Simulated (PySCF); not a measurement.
```xyz
2

Sn    0.0000    0.0000   -0.2247
N     0.0000    0.0000    1.9243
```

Core potentials replace the inner electrons of Sn.

Theory: PBE0/cc-pVDZ(-PP), non-relativistic Hamiltonian with scalar-relativistic core potentials where named, at a bond length of 2.149 Å in PySCF.

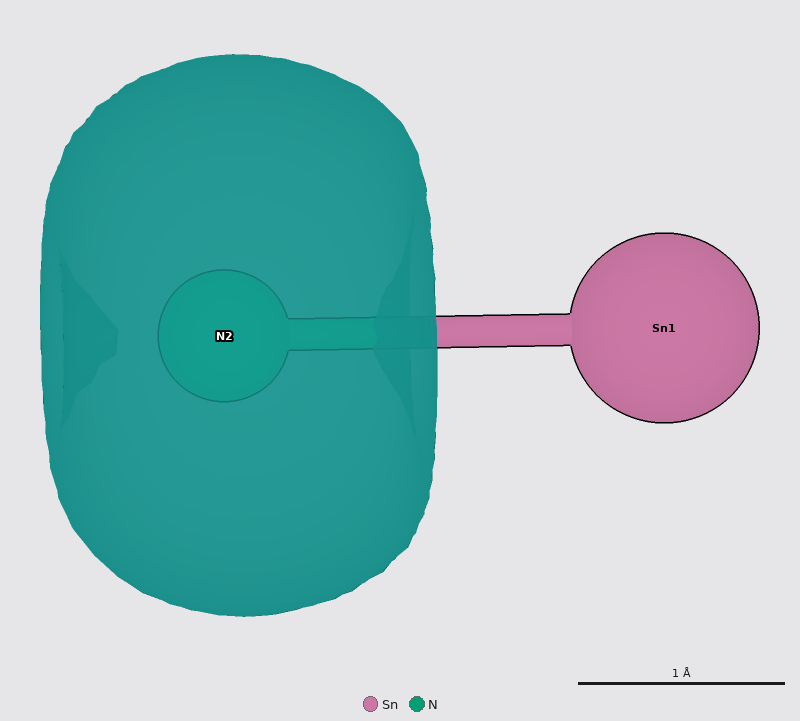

SnN (charge +1, triplet). Isosurface of the spin density at +0.03 e/Å³ (teal), seen from one side.

**Which atoms carry the spin?**

The unpaired spin (2 electrons) lies mostly on N2 (about 1.8) and Sn1 (about 0.2), in electrons by Hirshfeld's partition.
